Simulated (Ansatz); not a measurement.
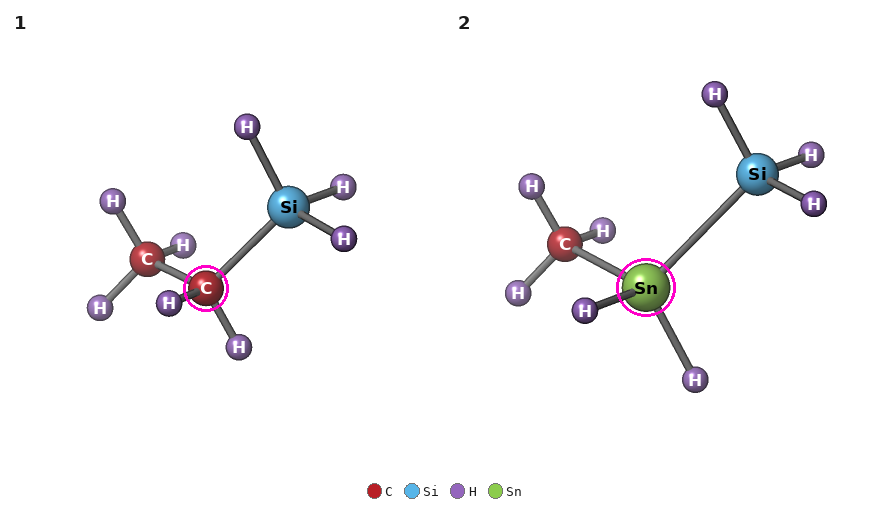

2 molecules with one skeleton, seen from the same side and at one scale; the atom that differs is circled. Charge 0, singlet. Computed geometries: PBE0-D4/def2-TZVP optimisations, one conformation each. Properties computed with Ansatz 0.2.0. Elements past Kr carry core potentials.

One atom differs, called X below: C in panel 1, Sn in panel 2. Their formulas are C2H8Si (`CC[SiH3]`), CH8SiSn (`[CH3][SnH2][SiH3]`).

In which is the mean length of X–H larger (PBE0-D4/def2-TZVP)?

Answer. In panel 2 (X = Sn).

In which is the HOMO–LUMO gap larger (ωB97M-V/def2-TZVPP)?

Answer. In panel 1 (X = C).

Give the values. With PBE0-D4/def2-TZVP: length of X–C (Å), mean length of X–H (Å), length of X–Si (Å), angle C–X–Si (°). With ωB97M-V/def2-TZVPP: dipole moment (D), HOMO energy (Kohn–Sham orbital) (eV), HOMO–LUMO gap (eV).

```
                            quantity   1 (C)  2 (Sn)   2 − 1
                   length of X–C (Å)   1.526   2.145  +0.619
              mean length of X–H (Å)   1.095   1.713  +0.618
                  length of X–Si (Å)   1.876   2.564  +0.688
                    angle C–X–Si (°)   113.4   110.9    −2.5
                   dipole moment (D)    0.89    0.68   −0.21
HOMO energy (Kohn–Sham orbital) (eV)  −10.77   −9.72   +1.05
                  HOMO–LUMO gap (eV)   12.96   11.10   −1.86
```
